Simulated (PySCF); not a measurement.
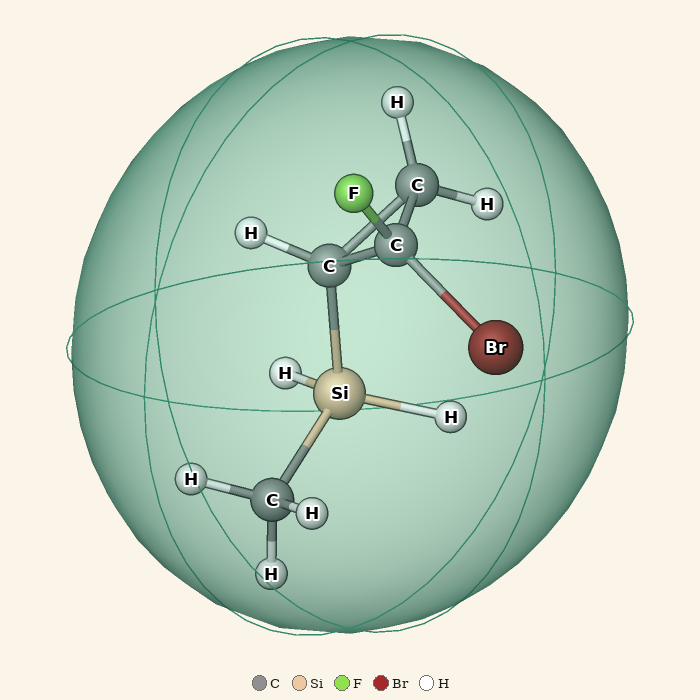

The ellipsoid shows the static dipole polarisability: its half-axes are proportional to the principal values. Computed geometry: GFN2-xTB optimisation. No frequency run is at hand to confirm it as a minimum. Computed with ωB97X-D/def2-SVPD (PySCF 2.14.0).

Question. How large and how anisotropic is the polarisability?

Answer. Principal values 81.8, 96.8, 100.1 bohr³; mean 92.9 bohr³ (13.76 Å³); anisotropy 16.8 bohr³, so the longest axis is 1.22 times the shortest.

The geometry is semi-empirical. Around Br, Si such bond lengths and angles can be off by a tenth of an ångström or more and by several degrees, and values that hang on the shape move with them.
